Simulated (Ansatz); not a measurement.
The structure below was relaxed with PBEsol/PAW in Ansatz (an electronic-structure program), no spin-orbit coupling, at pressure −2 GPa.

```
KF
1.0
    0.00000     2.71730     2.71730
    2.71730     0.00000     2.71730
    2.71730     2.71730     0.00000
K F
1 1
Direct
  0.00000   0.00000   0.00000
  0.50000   0.50000   0.50000
```

Question: Find the space group and the Wyckoff positions.

Answer: Space group Fm-3m (No. 225); a = b = c = 5.435 Å, α = β = γ = 90.00°

```
atom  site  symmetry       x       y       z
----  ----  --------  ------  ------  ------
K       4a      m-3m  0.0000  0.0000  0.0000
F       4b      m-3m  0.5000  0.5000  0.5000
```

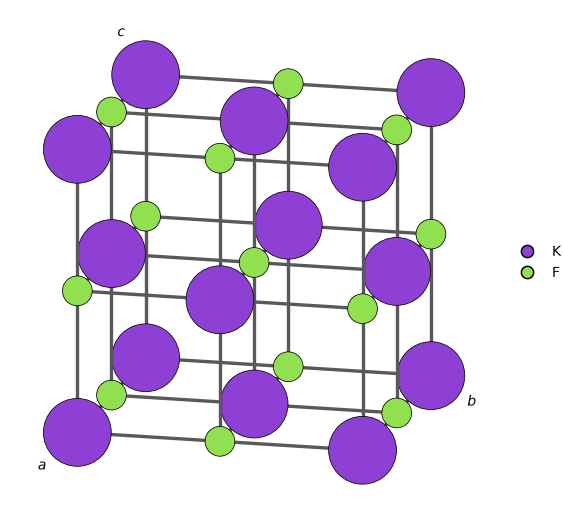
Figure. The conventional cell

Load acts through the strain it causes; cell and atoms are relaxed under it. No phonon test of stability was made. The cell was made from KF in the rock salt structure (space group Fm-3m, No. 225) by this change: pressure −2 GPa.
